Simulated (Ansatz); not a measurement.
# H5InOSi: single points with varied inputs

How do the results and run time of H5InOSi respond when the settings are drawn wide?

The runs use Ansatz 0.2.0, Gaussian basis; the settings change from run to run.

2 further runs of the same task are left out: 2 for a known fault of the program.

**1. The molecule**

The geometry comes from an earlier relaxation with PBE0-D4 in a triple-zeta def2 set; it is a stationary point, not always the lowest conformer. In takes a core potential in def2 sets; no spin-orbit term is included.

SMILES `[SiH3][O][InH2]`, 8 atoms, charge 0, spin multiplicity 1.

Atoms are counted from 1 here; the program's logs count them from 0.

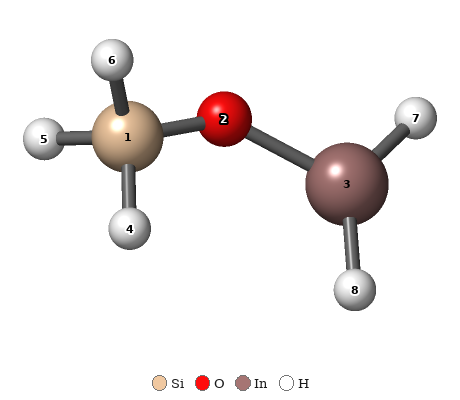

The structure; silicon light orange, oxygen red, indium brown, hydrogen white; atoms are numbered from 1 in the order of the file.

**2. wPBEh/ANO-RCC-VTZP**

Set apart from the defaults: multiplicity 3, atoms shaken by 0.15 Å.

Contents of in.yaml:

```yaml
crystal:
  periodic: [false, false, false]
  atoms:
    - {symbol: Si, position_ang: [-0.514182, 1.191544, -0.656846]}
    - {symbol: O, position_ang: [0.695259, 0.399970, -0.075171]}
    - {symbol: In, position_ang: [1.237615, -1.396895, 0.664094]}
    - {symbol: H, position_ang: [-1.914919, 0.202639, -0.332874]}
    - {symbol: H, position_ang: [-0.494894, 1.805161, -1.836029]}
    - {symbol: H, position_ang: [-0.614203, 2.191902, 0.554359]}
    - {symbol: H, position_ang: [2.514475, -1.584897, 0.991170]}
    - {symbol: H, position_ang: [-0.179945, -2.530212, 0.539574]}
basis:
  gaussian: {orbitals: ANO-RCC-VTZP}
magnetization: {spin_polarized: true, initial_magnetization: 2}
hamiltonian: {xc: {name: wPBEh}}
output: {forces: true}
```

On the command line:

```console
> ansatz run in.yaml --threads 2 --pin off --events-out ev --progress --plain --max-ram 32768MiB --backend cpu
```

Output, shortened:

```text
Functional definition: wPBEh
  name "wPBEh"
  cite "Heyd, Scuseria & Ernzerhof, J. Chem. Phys. 118, 8207 (2003) doi:10.1063/1.1564060"
  cite "Krukau, Vydrov, Izmaylov & Scuseria, J. Chem. Phys. 125, 224106 (2006) doi:10.1063/1.2404663"
  cite "Heyd & Scuseria, J. Chem. Phys. 120, 7274 (2004) doi:10.1063/1.1668634"
  cite "Ernzerhof & Perdew, J. Chem. Phys. 109, 3313 (1998) doi:10.1063/1.476928"
  cite "Perdew, Burke & Ernzerhof, Phys. Rev. Lett. 77, 3865 (1996) doi:10.1103/PhysRevLett.77.3865"
  parent pbe
[...]
1637 factors; their error is unknown
113 factors; integrals over basis functions are off by at most 9.9e-7 eV
[...]
mean field -170031.17130756 eV, -6248.5302942855 hartree, gradient 2.5e-5 eV, S^2 2.013951; 4 other end points of the search recorded, 0 dependent functions left out
[...]
reference -170031.17138998 eV, -6248.5302973143 hartree; 39, 37 occupied and 163, 165 virtual orbitals, 1637 factors
Total energy: -170031.17138998 eV, -6248.5302973143 hartree
Relativity: scalar
Atom 0 at    -0.514182     1.191544    -0.656846 Å, force    -3.774291    -0.753877     5.215966 eV/Å
Atom 1 at     0.695259     0.399970    -0.075171 Å, force     1.330507    -1.326882    -0.489137 eV/Å
Atom 2 at     1.237615    -1.396895     0.664094 Å, force    -9.358341     0.740967    -1.462708 eV/Å
Atom 3 at    -1.914919     0.202639    -0.332874 Å, force     1.765493     1.414824    -0.764660 eV/Å
Atom 4 at    -0.494894     1.805161    -1.836029 Å, force     0.153740     1.453180    -3.545304 eV/Å
Atom 5 at    -0.614203     2.191902     0.554359 Å, force    -0.335164    -0.133457    -1.017383 eV/Å
Atom 6 at     2.514475    -1.584897     0.991170 Å, force     9.955876    -1.752088     2.404170 eV/Å
Atom 7 at    -0.179945    -2.530212     0.539574 Å, force     0.262179     0.357333    -0.340945 eV/Å
Dipole moment:    -0.293537     0.275519    -0.410933 e Å
```

Run time: 51 s. Hardware: 2 threads, shared host; peak memory 1.2 GiB.

Largest force 10.391 eV/Å, dipole 2.76 D, ⟨S²⟩ 2.014.

**3. B3LYP/ANO-RCC-VTZP**

This run has the search for lower states set to light.

Contents of in.yaml:

```yaml
crystal:
  periodic: [false, false, false]
  atoms:
    - {symbol: Si, position_ang: [-0.753017, 1.124268, -0.423602]}
    - {symbol: O, position_ang: [0.586498, 0.344762, 0.055142]}
    - {symbol: In, position_ang: [1.131673, -1.494713, 0.592678]}
    - {symbol: H, position_ang: [-1.935625, 0.210434, -0.485378]}
    - {symbol: H, position_ang: [-0.565358, 1.712285, -1.780280]}
    - {symbol: H, position_ang: [-1.085680, 2.230219, 0.518632]}
    - {symbol: H, position_ang: [2.789725, -1.527857, 0.974429]}
    - {symbol: H, position_ang: [-0.168215, -2.599408, 0.548388]}
basis:
  gaussian: {orbitals: ANO-RCC-VTZP}
hamiltonian: {xc: {name: B3LYP}}
scf: {lower_state_search: light}
output: {forces: true}
```

Same command.

Output, shortened:

```text
Functional definition: B3LYP
  name "B3LYP"
  cite "Stephens, Devlin, Chabalowski & Frisch, J. Phys. Chem. 98, 11623 (1994) doi:10.1021/j100096a001"
  cite "Becke, Phys. Rev. A 38, 3098 (1988) doi:10.1103/PhysRevA.38.3098"
  cite "Lee, Yang & Parr, Phys. Rev. B 37, 785 (1988) doi:10.1103/PhysRevB.37.785"
  cite "Vosko, Wilk & Nusair, Can. J. Phys. 58, 1200 (1980) doi:10.1139/p80-159"
[...]
1610 factors; their error is unknown
[...]
mean field -170057.03197553 eV, -6249.4806563044 hartree, gradient 3.7e-5 eV, S^2 0.000000; 0 other end points of the search recorded, 0 dependent functions left out
[...]
reference -170057.03232063 eV, -6249.4806689866 hartree; 38, 38 occupied and 164, 164 virtual orbitals, 1610 factors
Total energy: -170057.03232063 eV, -6249.4806689866 hartree
Relativity: scalar
Atom 0 at    -0.753017     1.124268    -0.423602 Å, force    -0.393035     0.281494    -0.152204 eV/Å
Atom 1 at     0.586498     0.344762     0.055142 Å, force     0.178944     0.058408     0.027290 eV/Å
Atom 2 at     1.131673    -1.494713     0.592678 Å, force     0.110915    -0.248222     0.081298 eV/Å
Atom 3 at    -1.935625     0.210434    -0.485378 Å, force     0.073698     0.051521     0.005068 eV/Å
Atom 4 at    -0.565358     1.712285    -1.780280 Å, force    -0.005730    -0.037864     0.082665 eV/Å
Atom 5 at    -1.085680     2.230219     0.518632 Å, force     0.025431    -0.068928    -0.054331 eV/Å
Atom 6 at     2.789725    -1.527857     0.974429 Å, force     0.061593     0.004400     0.012837 eV/Å
Atom 7 at    -0.168215    -2.599408     0.548388 Å, force    -0.051818    -0.040809    -0.002624 eV/Å
Dipole moment:     0.180886    -0.500297     0.153545 e Å
```

It took 17 s on 2 threads, shared host; peak memory 0.81 GiB.

Largest force 0.507 eV/Å, dipole 2.66 D.

**4. revPBE0/def2-mTZVP**

Options: D3(BJ) dispersion.

Edit in.yaml of step 3 so:

```diff
@@ -12,5 +12,3 @@
 basis:
-  gaussian: {orbitals: ANO-RCC-VTZP}
-hamiltonian: {xc: {name: B3LYP}}
-scf: {lower_state_search: light}
-output: {forces: true}
+  gaussian: {orbitals: def2-mTZVP}
+hamiltonian: {xc: {name: revPBE0}, dispersion: d3bj}
```

Same command.

Output, shortened:

```text
Functional definition: revPBE0
  name "revPBE0"
  cite "Zhang & Yang, Phys. Rev. Lett. 80, 890 (1998) doi:10.1103/PhysRevLett.80.890"
  cite "Adamo & Barone, J. Chem. Phys. 110, 6158 (1999) doi:10.1063/1.478522"
  cite "Perdew, Burke & Ernzerhof, Phys. Rev. Lett. 77, 3865 (1996) doi:10.1103/PhysRevLett.77.3865"
[...]
1030 factors; their error is unknown
[...]
mean field -15179.86351753 eV, -557.8496949883 hartree, gradient 4.3e-5 eV, S^2 0.000000; 0 other end points of the search recorded, 0 dependent functions left out
reference -15179.86357307 eV, -557.8496970292 hartree; 24, 24 occupied and 73, 73 virtual orbitals, 1030 factors
Total energy: -15180.14774814 eV, -557.8601402706 hartree
```

It took 1.9 s on 2 threads, shared host.

**5. B3LYP/ANO-RCC-VTZP**

This run has atoms shaken by 0.15 Å, D3(BJ) with three-body dispersion, high accuracy.

Contents of in.yaml:

```yaml
crystal:
  periodic: [false, false, false]
  atoms:
    - {symbol: Si, position_ang: [-0.765767, 1.001278, -0.337223]}
    - {symbol: O, position_ang: [0.641759, 0.407065, 0.073316]}
    - {symbol: In, position_ang: [1.247346, -1.650649, 0.536675]}
    - {symbol: H, position_ang: [-1.888680, 0.398782, -0.493383]}
    - {symbol: H, position_ang: [-0.635035, 1.804544, -1.753945]}
    - {symbol: H, position_ang: [-1.188908, 1.885896, 0.659798]}
    - {symbol: H, position_ang: [2.622550, -1.312395, 0.905342]}
    - {symbol: H, position_ang: [-0.213903, -2.532465, 0.494894]}
basis:
  gaussian: {orbitals: ANO-RCC-VTZP}
hamiltonian: {xc: {name: B3LYP}, dispersion: d3bjatm}
accuracy: high
```

Launched as before.

Output, shortened:

```text
Functional definition: B3LYP
  name "B3LYP"
  cite "Stephens, Devlin, Chabalowski & Frisch, J. Phys. Chem. 98, 11623 (1994) doi:10.1021/j100096a001"
  cite "Becke, Phys. Rev. A 38, 3098 (1988) doi:10.1103/PhysRevA.38.3098"
  cite "Lee, Yang & Parr, Phys. Rev. B 37, 785 (1988) doi:10.1103/PhysRevB.37.785"
  cite "Vosko, Wilk & Nusair, Can. J. Phys. 58, 1200 (1980) doi:10.1139/p80-159"
[...]
3790 factors; integrals over basis functions are off by at most 4.7e-9 eV
[...]
mean field -170055.25029518 eV, -6249.4151807594 hartree, gradient 1.7e-8 eV, S^2 0.000000; 0 other end points of the search recorded, 0 dependent functions left out
reference -170055.25034974 eV, -6249.4151827641 hartree; 38, 38 occupied and 164, 164 virtual orbitals, 3790 factors
Total energy: -170055.50620412 eV, -6249.4245852395 hartree
Relativity: scalar
```

It took 2.2 min on 2 threads, shared host; peak memory 1.4 GiB.

**6. PBE-QIDH/def2-TZVP**

Options: a grid of angular degree 23, finite nuclei.

Contents of in.yaml:

```yaml
crystal:
  periodic: [false, false, false]
  atoms:
    - {symbol: Si, position_ang: [-0.753017, 1.124268, -0.423602]}
    - {symbol: O, position_ang: [0.586498, 0.344762, 0.055142]}
    - {symbol: In, position_ang: [1.131673, -1.494713, 0.592678]}
    - {symbol: H, position_ang: [-1.935625, 0.210434, -0.485378]}
    - {symbol: H, position_ang: [-0.565358, 1.712285, -1.780280]}
    - {symbol: H, position_ang: [-1.085680, 2.230219, 0.518632]}
    - {symbol: H, position_ang: [2.789725, -1.527857, 0.974429]}
    - {symbol: H, position_ang: [-0.168215, -2.599408, 0.548388]}
basis:
  gaussian: {orbitals: def2-TZVP, final_grid: {core_spheres: 8, valence_spheres: 7, degree: 23}, nuclear_model: gaussian}
hamiltonian: {xc: {name: PBE-QIDH}}
```

Same command.

Output, shortened:

```text
Functional definition: PBE-QIDH
  name "PBE-QIDH"
  cite "Brémond, Sancho-García, Pérez-Jiménez & Adamo, J. Chem. Phys. 141, 031101 (2014) doi:10.1063/1.4890314"
  cite "Perdew, Burke & Ernzerhof, Phys. Rev. Lett. 77, 3865 (1996) doi:10.1103/PhysRevLett.77.3865"
[...]
1155 factors; integrals over basis functions are off by at most 8.5e-4 eV
[...]
mean field -15161.49267393 eV, -557.1745789381 hartree, gradient 8.8e-6 eV, S^2 0.000000; 0 other end points of the search recorded, 0 dependent functions left out
10 core orbitals not correlated: weight in the atoms' cores, before any rotation towards them, 1.000 or more for the frozen orbitals, at most 0.000 for the correlated occupied ones
reference -15161.49269039 eV, -557.1745795429 hartree; 14, 14 occupied and 124, 124 virtual orbitals, 1155 factors
second order -19.68369194 eV of doubles, -0.00000000 eV of singles
Total energy: -15168.05392103 eV, -557.4157003217 hartree
```

Run time: 5.5 s. Hardware: 2 threads, shared host.

**7. SPW92/def2-SVPD**

Edit in.yaml of step 6 so:

```diff
@@ -12,3 +12,4 @@
 basis:
-  gaussian: {orbitals: def2-TZVP, final_grid: {core_spheres: 8, valence_spheres: 7, degree: 23}, nuclear_model: gaussian}
-hamiltonian: {xc: {name: PBE-QIDH}}
+  gaussian: {orbitals: def2-SVPD}
+hamiltonian: {xc: {name: SPW92}}
+output: {forces: true}
```

The command is unchanged.

Output, shortened:

```text
Functional definition: SPW92
  name "SPW92"
  cite "Dirac, Proc. Camb. Phil. Soc. 26, 376 (1930) doi:10.1017/S0305004100016108"
  cite "Slater, Phys. Rev. 81, 385 (1951) doi:10.1103/PhysRev.81.385"
  cite "Perdew & Wang, Phys. Rev. B 45, 13244 (1992) doi:10.1103/PhysRevB.45.13244"
[...]
1086 factors; their error is unknown
[...]
mean field -15120.15743197 eV, -555.6555368139 hartree, gradient 7.6e-5 eV, S^2 0.000000; 0 other end points of the search recorded, 0 dependent functions left out
[...]
reference -15120.15748526 eV, -555.6555387726 hartree; 24, 24 occupied and 95, 95 virtual orbitals, 1086 factors
Total energy: -15120.15748526 eV, -555.6555387726 hartree
Atom 0 at    -0.753017     1.124268    -0.423602 Å, force    -0.709040     0.345085    -0.238012 eV/Å
Atom 1 at     0.586498     0.344762     0.055142 Å, force     0.891512    -0.275906     0.263840 eV/Å
Atom 2 at     1.131673    -1.494713     0.592678 Å, force     0.077658    -0.259015     0.076188 eV/Å
Atom 3 at    -1.935625     0.210434    -0.485378 Å, force    -0.244781    -0.206159    -0.008953 eV/Å
Atom 4 at    -0.565358     1.712285    -1.780280 Å, force     0.067309     0.117621    -0.284222 eV/Å
Atom 5 at    -1.085680     2.230219     0.518632 Å, force    -0.044639     0.229008     0.211065 eV/Å
Atom 6 at     2.789725    -1.527857     0.974429 Å, force     0.028070     0.042733    -0.003356 eV/Å
Atom 7 at    -0.168215    -2.599408     0.548388 Å, force    -0.066088     0.006633    -0.016550 eV/Å
Dipole moment:     0.168088    -0.469028     0.143615 e Å
```

Wall time 2.2 s (2 threads, shared host).

Largest force 0.970 eV/Å, dipole 2.49 D.

**8. All runs side by side**

```
             level  charge  multiplicity  geometry  functions  energy (eV)     time
wPBEh/ANO-RCC-VTZP       0             3    shaken        202  -170031.171     51 s
B3LYP/ANO-RCC-VTZP       0             1   relaxed        202  -170057.032     17 s
revPBE0/def2-mTZVP       0             1   relaxed         97   -15180.148    1.9 s
B3LYP/ANO-RCC-VTZP       0             1    shaken        202  -170055.506  2.2 min
PBE-QIDH/def2-TZVP       0             1   relaxed        148   -15168.054    5.5 s
   SPW92/def2-SVPD       0             1   relaxed        119   -15120.157    2.2 s
```

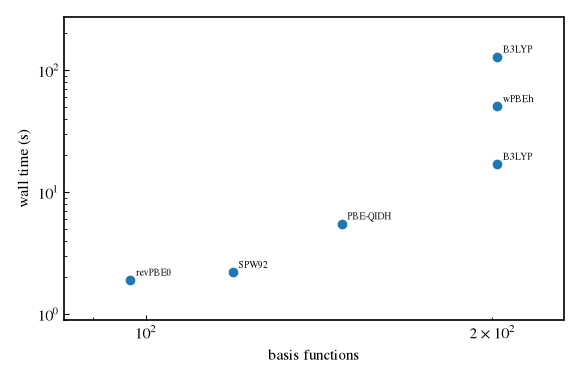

Wall time against the number of basis functions (shared host).

**9. What came out**

| quantity | value |
| --- | --- |
| runs | 6 |
| quickest | revPBE0/def2-mTZVP, 1.9 s |
| slowest | B3LYP/ANO-RCC-VTZP, 2.2 min |
| spread of total energies, same state and geometry | 154936.9 eV |
| dipole, same state and geometry | 2.49 to 2.66 D |

In words: Run time spans a factor of 68, from revPBE0/def2-mTZVP to B3LYP/ANO-RCC-VTZP. The jobs differ in tasks and options as well as level. The totals spread over 154937 eV; they can't be compared across methods or bases. Some of these runs are scalar-relativistic and others not, which shifts the totals of all-electron atoms past neon by eV; core potentials, where a basis has them, take the core out of the total altogether. At the PBE0-D4/def2-TZVP geometry and in the same state, runs without warnings or point charges leave forces up to 0.97 eV/Å (SPW92/def2-SVPD).
